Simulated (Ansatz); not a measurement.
Formation energies in the F–Mg system, lowest calculated structure of each composition. The numbers are results of r2SCAN (plane waves to 500 eV, PAW, scalar-relativistic; Ansatz, a program for electronic structure), not measurements. Element references, the lowest calculated here: F (R-3m, a generated molecular cell), Mg (P6₃/mmc); gases are represented by their molecular solids.

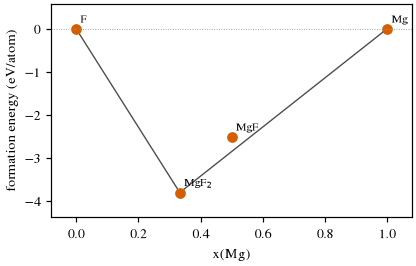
Figure: Formation energy against composition with the lower convex hull

Which compounds are stable against decomposition?

For MgF a lower structure may exist, so the energies are upper bounds and are not judged. On the hull: MgF2.

| phase | x(Mg) | space group | E_f (eV/atom) | above hull (eV/atom) |
|---|---|---|---|---|
| F | 0.000 | R-3m | 0.00 | 0.00 |
| MgF2 | 0.333 | P4₂/mnm | -3.81 | 0.00 |
| MgF | 0.500 | Pbcm | -2.51 | 0.35 |
| Mg | 1.000 | P6₃/mmc | 0.00 | 0.00 |

Hull of the energies calculated here, no anion corrections, zero temperature, no zero-point energy; an uncalculated phase could lie lower. Values are rounded to 0.01 eV/atom. Not shown to be the ambient phase of their composition (a lower form may be missing, and a cell relaxed within its start's symmetry can be a saddle point): MgF (Pbcm). The compounds carry no spin polarisation.
